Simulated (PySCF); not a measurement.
# C4H12BP: the cost of one run

Programs: PySCF 2.14.0, with routines of our own; each step states its level. All values are computed. Atoms count from 0.

## 1. The system as given

18 atoms, charge 0, multiplicity 1; geometry from: GFN2-xTB.

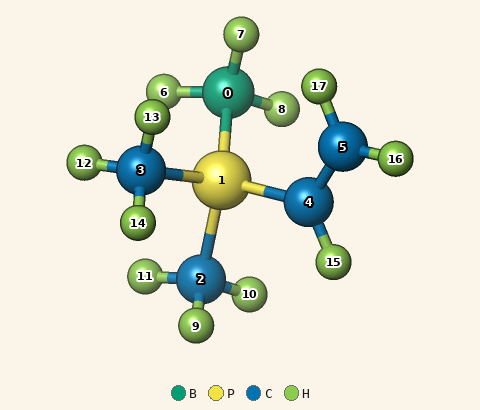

The starting geometry (boron teal, phosphorus yellow, carbon blue, hydrogen green).

## 2. Magnetic properties: GIAO KT3/pcSseg-1

Job settings and geometry (Å):

```
{"job": {"kind": "mag", "xc": "KT3", "basis": "pcSseg-1", "isotopologues": 2}, "charge": 0, "multiplicity": 1}
B      0.081100    -1.009645     1.817989
P      0.204827    -0.208870     0.072810
C      1.041338    -1.212947    -1.215447
C      1.153572     1.364967     0.017294
C     -1.336404     0.235022    -0.778845
C     -2.245185     1.017489    -0.219366
H      1.218415    -1.187716     2.133518
H     -0.479276    -0.204591     2.495492
H     -0.536883    -2.016754     1.668080
H      1.099035    -0.682254    -2.164837
H      0.484549    -2.139655    -1.345654
H      2.044237    -1.460430    -0.872052
H      2.145488     1.179341     0.425566
H      0.649916     2.095621     0.646763
H      1.235185     1.749918    -0.997681
H     -1.502906    -0.212905    -1.751206
H     -3.175001     1.264943    -0.706893
H     -2.090768     1.434783     0.762811
```

Method: GIAO KT3/pcSseg-1 magnetisability, rotational g tensor and spin-rotation constants, non-relativistic, gas phase.

Run with:

```bash
OMP_NUM_THREADS=1 python excited_run.py task.json out
```

The driver reads the jobs from task.json and runs them one after another.

Q: Estimate the wall time and peak memory of this first job on 1 thread of AMD EPYC 9R45, shared host.

About 21 s, with a peak of 0.63 GiB.
